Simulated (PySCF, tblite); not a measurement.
# C7H7BN4: excited states

Aim: compute the excited states of C7H7BN4 (`C1=CNB(c2ncncn2)C=C1`).

Computed with tblite 0.8.0 and PySCF 2.14.0 and routines of our own; the level stands in each step. Atoms count from 0.

### Step 1. The system as given

19 atoms, charge 0, multiplicity 1; geometry from: force field or distance geometry start.

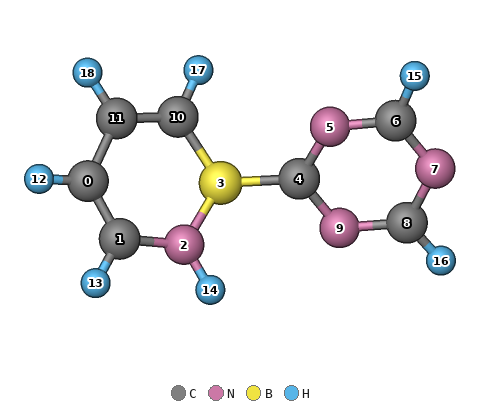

The starting geometry (carbon grey, nitrogen pink, boron yellow, hydrogen blue).

### Step 2. Geometry optimisation with GFN2-xTB

Job settings and geometry (Å):

```
{"job": {"kind": "relax", "xc": "GFN2-xTB", "basis": "xTB"}, "charge": 0, "multiplicity": 1}
C      3.099500     0.380300    -0.358100
C      2.527800    -0.548600    -1.090900
N      1.225900    -1.019100    -0.791100
B      0.411200    -0.418800     0.368400
C     -1.152200    -0.303200     0.223700
N     -1.796000     0.872200     0.357300
C     -3.099700     1.037900     0.232300
N     -3.858100    -0.011100    -0.045600
C     -3.264200    -1.226000    -0.203800
N     -1.925100    -1.373500    -0.069700
C      1.198700     0.688400     1.161800
C      2.438900     1.027800     0.786100
H      4.088300     0.700400    -0.607100
H      3.069300    -0.990200    -1.912100
H      0.751000    -1.753400    -1.358900
H     -3.508200     2.029000     0.385800
H     -3.915900    -2.052300    -0.433300
H      0.722700     1.171300     2.015300
H      2.976300     1.798300     1.332600
```

Run with:

```sh
$ OMP_NUM_THREADS=1 python excited_run.py task.json out
```

This one command runs all jobs of the session in turn.

Output:

```text
step      E/eV     max force
  0    -855.44602    3.765
  1    -856.04193    1.803
  2    -856.20792    1.233
  3    -856.32955    1.095
  4    -856.39010    0.599
  5    -856.41697    0.350
  6    -856.42723    0.295
  7    -856.44310    0.286
  8    -856.45286    0.201
  9    -856.45913    0.151
 10    -856.46364    0.175
 11    -856.46899    0.184
 12    -856.47437    0.149
 13    -856.47889    0.149
 14    -856.48265    0.143
 15    -856.48674    0.165
 16    -856.49172    0.238
 17    -856.49713    0.258
 18    -856.50216    0.224
 19    -856.50704    0.202
 20    -856.51291    0.219
 21    -856.52069    0.240
 22    -856.53036    0.281
 23    -856.54125    0.309
 24    -856.55212    0.291
 25    -856.56186    0.236
 26    -856.57005    0.195
 27    -856.57645    0.206
 28    -856.58183    0.205
 29    -856.58681    0.185
 30    -856.59116    0.176
 31    -856.59475    0.205
 32    -856.59835    0.165
 33    -856.60286    0.137
 34    -856.60647    0.120
 35    -856.61150    0.144
 36    -856.61572    0.158
 37    -856.61957    0.153
 38    -856.62268    0.141
 39    -856.62512    0.101
 40    -856.62671    0.072
 41    -856.62792    0.084
 42    -856.62911    0.098
 43    -856.63053    0.105
 44    -856.63220    0.091
 45    -856.63325    0.065
 46    -856.63389    0.043
 47    -856.63423    0.048
 48    -856.63452    0.050
 49    -856.63487    0.045
 50    -856.63530    0.048
 51    -856.63583    0.046
 52    -856.63646    0.059
 53    -856.63708    0.060
 54    -856.63756    0.047
 55    -856.63787    0.042
 56    -856.63813    0.039
 57    -856.63846    0.044
 58    -856.63887    0.048
 59    -856.63931    0.049
 60    -856.63972    0.049
 61    -856.64017    0.060
 62    -856.64080    0.078
 63    -856.64180    0.077
 64    -856.64332    0.098
 65    -856.64527    0.094
 66    -856.64727    0.099
 67    -856.64942    0.099
 68    -856.65156    0.106
 69    -856.65392    0.135
 70    -856.65617    0.118
 71    -856.65891    0.116
 72    -856.66078    0.135
 73    -856.66231    0.099
 74    -856.66411    0.103
 75    -856.66575    0.109
 76    -856.66651    0.112
 77    -856.66724    0.065
 78    -856.66780    0.053
 79    -856.66813    0.076
 80    -856.66858    0.046
 81    -856.66883    0.032
 82    -856.66906    0.037
 83    -856.66918    0.027
 84    -856.66932    0.031
 85    -856.66944    0.029
 86    -856.66955    0.024
 87    -856.66965    0.019
 88    -856.66975    0.022
 89    -856.66985    0.023
 90    -856.66996    0.026
 91    -856.67007    0.020
 92    -856.67018    0.025
 93    -856.67033    0.027
 94    -856.67050    0.024
 95    -856.67065    0.022
 96    -856.67075    0.025
 97    -856.67084    0.026
 98    -856.67095    0.029
 99    -856.67110    0.036
100    -856.67132    0.040
101    -856.67155    0.035
102    -856.67172    0.027
103    -856.67186    0.028
104    -856.67198    0.028
105    -856.67210    0.029
106    -856.67223    0.026
107    -856.67234    0.020
108    -856.67242    0.017
109    -856.67248    0.017
110    -856.67253    0.014
111    -856.67256    0.010
112    -856.67257    0.006
```

It took 0.76 s on 1 thread of Arm Neoverse V2, shared host; peak memory 0.18 GiB.

Relaxation path: (not every step is listed)

| step | energy from step 0 (eV) | largest force (eV/Å) |
| --- | --- | --- |
| 0 | 0.0000 | 3.7651 |
| 1 | -0.5959 | 1.8028 |
| 2 | -0.7619 | 1.2327 |
| 3 | -0.8835 | 1.0950 |
| 4 | -0.9441 | 0.5992 |
| 5 | -0.9710 | 0.3500 |
| 6 | -0.9812 | 0.2950 |
| 7 | -0.9971 | 0.2857 |
| 8 | -1.0068 | 0.2007 |
| 17 | -1.0511 | 0.2576 |
| 26 | -1.1240 | 0.1953 |
| 35 | -1.1655 | 0.1445 |
| 44 | -1.1862 | 0.0909 |
| 53 | -1.1911 | 0.0605 |
| 62 | -1.1948 | 0.0781 |
| 71 | -1.2129 | 0.1162 |
| 80 | -1.2226 | 0.0464 |
| 89 | -1.2238 | 0.0227 |
| 98 | -1.2249 | 0.0289 |
| 107 | -1.2263 | 0.0200 |
| 108 | -1.2264 | 0.0175 |
| 109 | -1.2265 | 0.0169 |
| 110 | -1.2265 | 0.0144 |
| 111 | -1.2265 | 0.0103 |
| 112 | -1.2265 | 0.0064 |

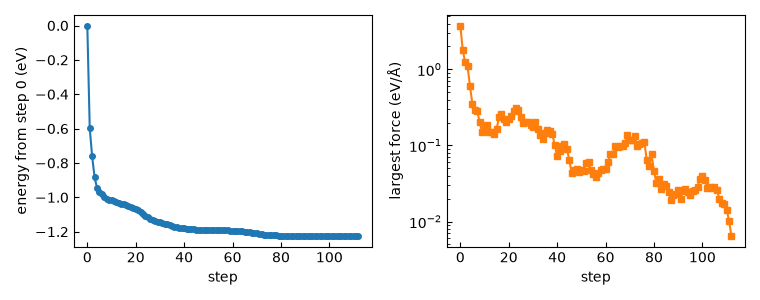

Energy and largest force along the relaxation.

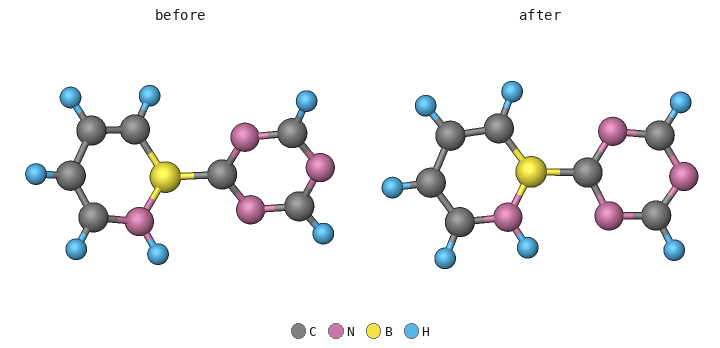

The geometry before (left) and after (right).

Distances of close pairs at the start and the end, largest changes first:

| bond | before (Å) | after (Å) | change (Å) |
| --- | --- | --- | --- |
| N2–B3 | 1.539 | 1.414 | -0.125 |
| C1–N2 | 1.416 | 1.346 | -0.070 |
| B3–C10 | 1.573 | 1.509 | -0.065 |
| C0–C11 | 1.471 | 1.410 | -0.062 |
| C0–C1 | 1.314 | 1.365 | +0.051 |
| C8–N9 | 1.354 | 1.315 | -0.038 |
| N7–C8 | 1.362 | 1.324 | -0.037 |
| N2–H14 | 1.043 | 1.013 | -0.030 |

The end geometry stands in the next job.

### Step 3. Vibrational analysis with GFN2-xTB

Job settings and geometry (Å):

```
{"job": {"kind": "ir", "xc": "GFN2-xTB", "basis": "xTB"}, "charge": 0, "multiplicity": 1}
C      3.172732     0.098668    -0.162919
C      2.414966    -0.836831    -0.805290
N      1.072706    -0.828878    -0.699035
B      0.365443     0.125999     0.066827
C     -1.204118    -0.009262     0.083737
N     -1.956544     0.851355     0.778763
C     -3.257735     0.661584     0.731768
N     -3.876414    -0.299937     0.062405
C     -3.059078    -1.107024    -0.596390
N     -1.747105    -1.015683    -0.624601
C      1.208727     1.158218     0.773258
C      2.567331     1.096790     0.627572
H      4.246348     0.071445    -0.263586
H      2.870698    -1.605549    -1.415565
H      0.558824    -1.546893    -1.194630
H     -3.882407     1.351111     1.288745
H     -3.515145    -1.912339    -1.162875
H      0.794093     1.943574     1.388870
H      3.216875     1.812903     1.115485
```

Output:

```text
mode    cm-1     km/mol
  1      43.2      0.74
  2      67.2      0.02
  3      87.7      0.78
  4     165.4      0.21
  5     246.9      0.04
  6     276.5      0.66
  7     331.5      1.72
  8     347.0      0.82
  9     350.9      4.29
 10     484.0      0.21
 11     546.8      0.25
 12     594.6     14.76
 13     630.9     22.95
 14     661.8     17.54
 15     726.5     19.95
 16     727.1    107.78
 17     776.1      0.25
 18     809.3     18.57
 19     866.0     10.16
 20     873.0      6.26
 21     898.5      2.63
 22     904.1      2.40
 23     939.9      0.01
 24     957.9      0.01
 25    1039.2      2.56
 26    1052.9     12.15
 27    1064.0      8.78
 28    1117.8      9.89
 29    1139.2      0.09
 30    1153.4      0.27
 31    1179.5      0.21
 32    1210.2      4.31
 33    1230.0      1.12
 34    1247.4     13.98
 35    1263.1      6.00
 36    1322.2     14.17
 37    1349.3      1.85
 38    1379.5     52.90
 39    1391.5     22.29
 40    1425.9     25.80
 41    1493.3    183.22
 42    1513.9     95.25
 43    1567.3    391.68
 44    1600.4     60.01
 45    3023.2     48.72
 46    3032.3     41.22
 47    3045.4     41.69
 48    3055.1     26.63
 49    3083.5     39.51
 50    3102.0     40.32
 51    3399.0      9.44
```

It took 0.68 s on 1 thread of Arm Neoverse V2, shared host; peak memory 0.18 GiB.

Which atoms move in the most intense modes:

| cm⁻¹ | km/mol | atoms |
| --- | --- | --- |
| 727 | 107.8 | H14 20 %, H12 17 %, H17 12 % |
| 1380 | 52.9 | C4 22 %, N9 17 %, N5 15 % |
| 1493 | 183.2 | C4 27 %, N7 23 %, C6 17 %, C8 11 % |
| 1514 | 95.2 | C11 28 %, C0 27 %, N2 13 % |
| 1567 | 391.7 | C8 32 %, C6 27 %, N5 14 %, N9 13 % |
| 1600 | 60.0 | C1 33 %, C0 21 %, C11 17 %, C10 17 % |
| 3023 | 48.7 | H16 93 % |
| 3045 | 41.7 | H18 89 % |

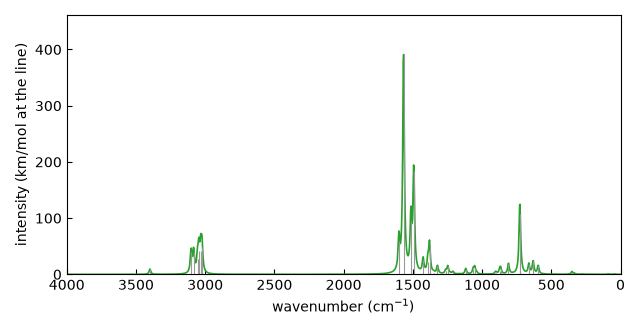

The infrared spectrum from these modes, unscaled. Lines are broadened to a width of 14 cm⁻¹ (Lorentzian).

### Step 4. Excited states: TDA LC-wPBE/def2-SVP

Settings changed since step 3:

```diff
@@ -1,2 +1,2 @@
-{"job": {"kind": "ir", "xc": "GFN2-xTB", "basis": "xTB"}, "charge": 0, "multiplicity": 1}
+{"job": {"kind": "states", "xc": "LC-wPBE", "basis": "def2-SVP", "tda": true, "soc": true, "nstates": 6, "ntriplets": 6, "nquad": 4}, "charge": 0, "multiplicity": 1}
 C      3.172732     0.098668    -0.162919
```

With the program's defaults for keys left out, this is: TDA LC-wPBE/def2-SVP excited states, vertical, gas phase, spin-orbit mean-field couplings.

Output:

```text
coarse grid: 17280 points
cycle   1  E = -513.9253605833  dE =  3.155e+00  |g| = 6.689e-01  |ddm| = 5.128e+00
cycle   2  E = -513.9846868432  dE = -5.933e-02  |g| = 5.537e-01  |ddm| = 1.061e+00
cycle   3  E = -514.0458978209  dE = -6.121e-02  |g| = 5.670e-02  |ddm| = 4.560e-01
cycle   4  E = -514.0470870848  dE = -1.189e-03  |g| = 3.003e-02  |ddm| = 1.168e-01
cycle   5  E = -514.0473235189  dE = -2.364e-04  |g| = 1.078e-02  |ddm| = 4.101e-02
cycle   6  E = -514.0473621693  dE = -3.865e-05  |g| = 4.388e-03  |ddm| = 1.448e-02
cycle   7  E = -514.0473749206  dE = -1.275e-05  |g| = 1.784e-03  |ddm| = 8.626e-03
cycle   8  E = -514.0473770925  dE = -2.172e-06  |g| = 6.254e-04  |ddm| = 4.937e-03
final grid: 171240 points
cycle   9  E = -514.1205297277  dE = -3.776e-05  |g| = 5.472e-03  |ddm| = 2.276e-02
cycle  10  E = -514.1205332313  dE = -3.504e-06  |g| = 4.900e-03  |ddm| = 8.138e-03
cycle  11  E = -514.1205370197  dE = -3.788e-06  |g| = 4.533e-04  |ddm| = 3.456e-03
cycle  12  E = -514.1205370983  dE = -7.860e-08  |g| = 2.923e-04  |ddm| = 7.417e-04
cycle  13  E = -514.1205371285  dE = -3.028e-08  |g| = 1.020e-04  |ddm| = 4.081e-04
cycle  14  E = -514.1205371335  dE = -4.995e-09  |g| = 4.185e-05  |ddm| = 1.555e-04
cycle  15  E = -514.1205371352  dE = -1.639e-09  |g| = 1.567e-05  |ddm| = 1.081e-04
cycle  16  E = -514.1205371195  dE =  1.566e-08  |g| = 6.795e-06  |ddm| = 4.112e-05
cycle  17  E = -514.1205371195  dE = -3.774e-11  |g| = 3.120e-06  |ddm| = 1.705e-05
converged SCF energy = -514.1205371195

Singlet excitations
state   eV       nm        f     d(h-e)  d(exc)  Lambda  PR(NTO)  |dmu|/D   mu/D   main configurations
  1   4.4050   281.5   0.00084   0.512   2.620   0.464   1.018    1.568    0.904   H-1->L 0.83, H-2->L 0.09
  2   4.7277   262.3   0.00883   0.734   2.695   0.483   1.035    2.171    2.808   H-2->L 0.83, H-1->L 0.08
  3   4.8914   253.5   0.00687   0.472   2.423   0.462   1.018    1.087    2.315   H-1->L+1 0.91
  4   5.0509   245.5   0.00452   0.339   2.418   0.438   1.017    0.814    3.200   H-2->L+1 0.92
  5   5.1222   242.1   0.39102   1.503   3.405   0.575   1.169                     H->L 0.79, H->L+2 0.10
  6   5.9291   209.1   0.17751   0.814   3.182   0.650   1.340                     H->L+2 0.54, H->L+1 0.17, H->L 0.12

Triplet excitations (Tamm-Dancoff)
state   eV     d(h-e)  d(exc)  Lambda  PR(NTO)   main configurations
  1   3.4370   0.176   2.493   0.737   1.077   H->L+2 0.76, H->L 0.10
  2   3.9295   0.692   2.565   0.470   1.169   H-1->L 0.67, H-1->L+1 0.14, H-2->L 0.10
  3   3.9893   1.035   3.153   0.600   1.204   H->L 0.66, H->L+3 0.16
  4   4.1453   0.533   2.558   0.476   1.054   H-2->L 0.69, H-1->L 0.14
  5   4.3320   0.499   2.396   0.455   1.354   H-1->L+1 0.64, H-2->L+1 0.10
  6   4.6998   0.124   2.412   0.444   1.134   H-2->L+1 0.74, H-1->L+1 0.12
S1 - T1 = 0.9680 eV

Spin-orbit couplings |<S|Hso|T>| (cm-1)
             T1       T2       T3       T4       T5       T6
S0        0.021   11.324    0.111   17.747   19.540   12.812
S1        0.811   11.818    4.288   14.453    5.588    2.199
S2        0.362   14.381    2.155   12.722    3.794    4.218
S3        0.070    2.020    1.160    3.615    7.621   17.495
S4        0.273    5.862    0.637    0.971   16.034    8.949
S5        0.035    1.607    0.023    3.565    0.432    0.738
S6        0.022    1.136    0.019    2.330    1.727    1.178
T1 sublevels (cm-1): 0.000 0.000 0.000   radiative rates (1/s): 0.00354 0.00127 0.000353
```

It took 73 s on 1 thread of Arm Neoverse V2, shared host; peak memory 1 GiB.

In short:

| quantity | value |
| --- | --- |
| S1 less T1 | 0.97 eV |

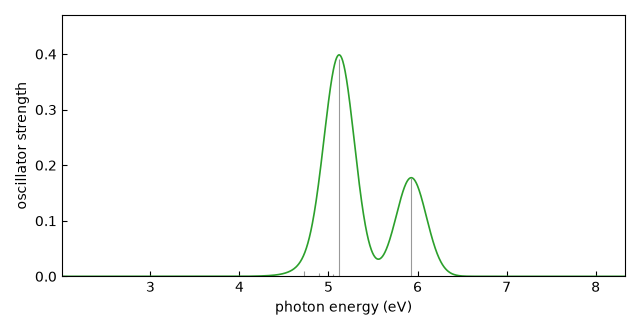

Absorption lines of the singlets. Lines are broadened to a width of 0.40 eV (Gaussian).

The fields below are evaluated on a grid from the run's orbitals.

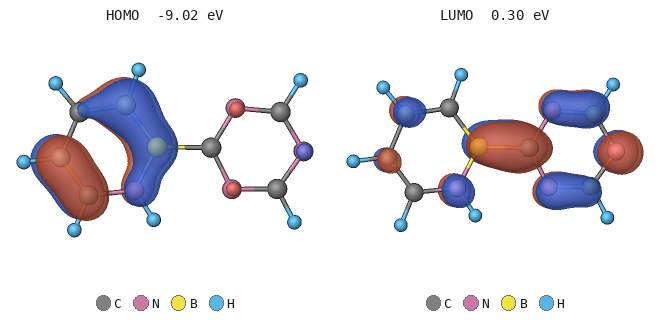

LC-wPBE/def2-SVP orbitals near the gap, drawn at the value that encloses 70 % of each; the two colours are the two signs.

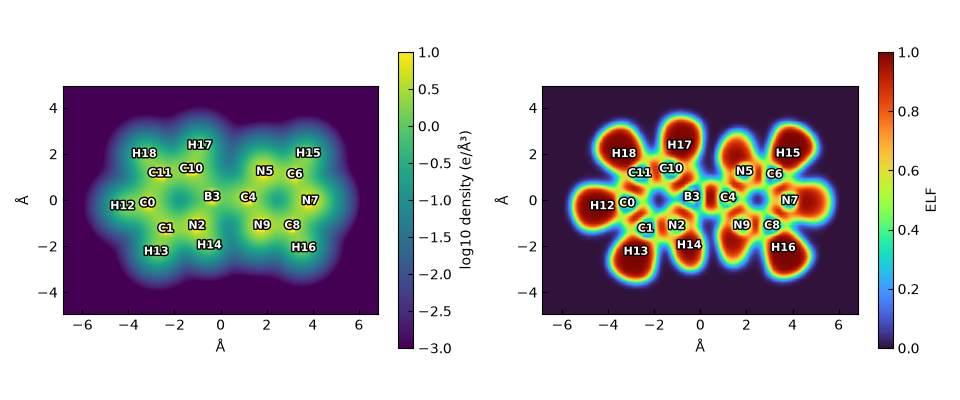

Density (left) and ELF (right) in a plane through or near 19 of the atoms.

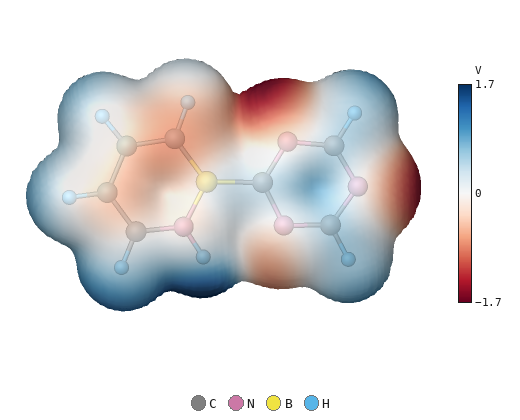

The potential that a unit positive charge feels on the 0.002 e/bohr³ surface, from -1.55 V near N5 to 1.70 V near H14.

### Step 5. Outcome

```
                                                                  quantity                  value
                                 strongest single infrared mode (GFN2-xTB)  1567 cm⁻¹, 392 km/mol
                                              zero-point energy (GFN2-xTB)          86.9 kcal/mol
                                 S1 less T1 (step 4, TDA LC-wPBE/def2-SVP)                0.97 eV
potential on the surface of density 0.002 e/bohr³, 1st and 99th percentile     -1.55 V and 1.70 V
```

In words: All 51 modes are real, so the xTB geometry is a minimum. The strongest single mode, at 1567 cm⁻¹, is carried by C8, C6, N5, N9. GFN2-xTB is a fitted tight-binding method: band positions and strengths are rough. Its intensities can rank the bands wrongly. In step 4, the number of triplets below S1 is 5, and the largest singlet-triplet spin-orbit coupling is S0–T5, 19.54 cm⁻¹.
